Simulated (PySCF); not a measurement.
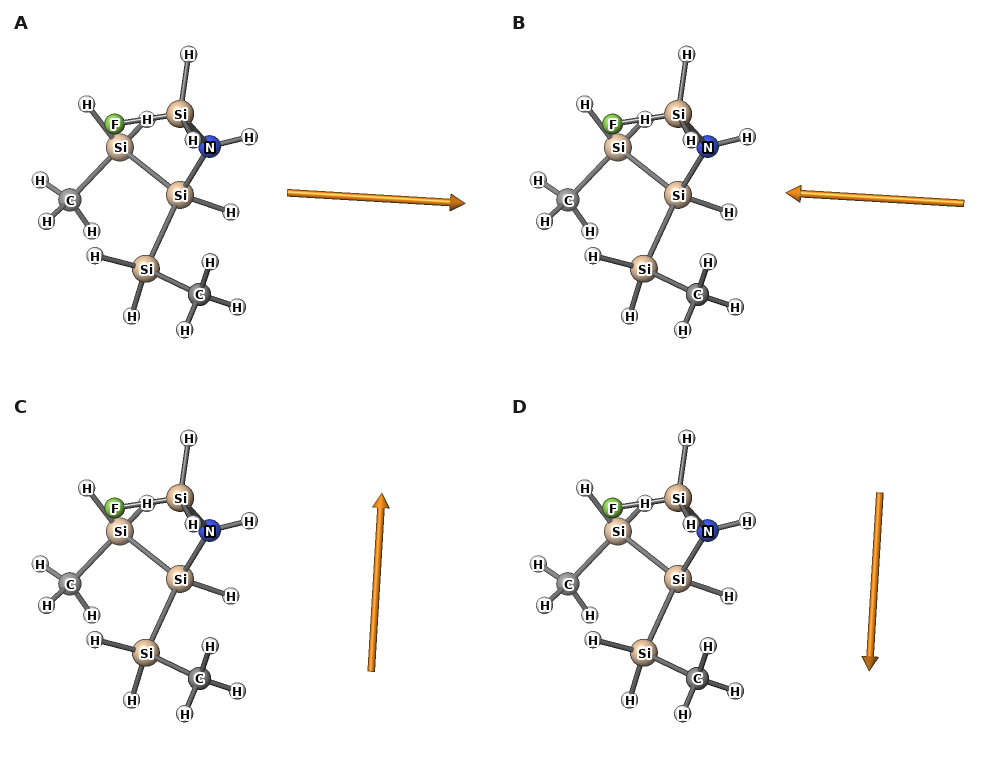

The same molecule four times, each with an arrow. Computed geometry: GFN2-xTB optimisation. No frequency run is at hand to confirm it as a minimum. Properties computed with PBE0/pcSseg-1, gas phase (PySCF 2.14.0).

**Which arrow points along the dipole moment, from the negative to the positive end?**

A. The dipole moment is 2.25 D.

The geometry is semi-empirical. Around Si such bond lengths and angles can be off by a tenth of an ångström or more and by several degrees, and values that hang on the shape move with them.
